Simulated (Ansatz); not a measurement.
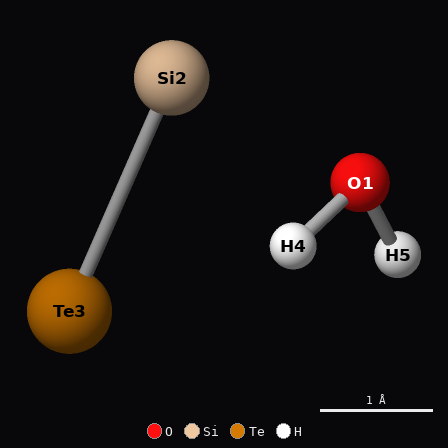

Atoms carry their numbers in the input. Computed geometry: PBE-D4/def2-SVP optimisation. No frequency run is at hand to confirm it as a minimum.

Question: What is the geometry at O1?

Answer: O1 has 2 neighbours (H4 at 0.98, H5 at 0.98 Å); the arrangement is bent.

Question: Which bond is the longest?

Answer: Si2–Te3, 2.350 Å.
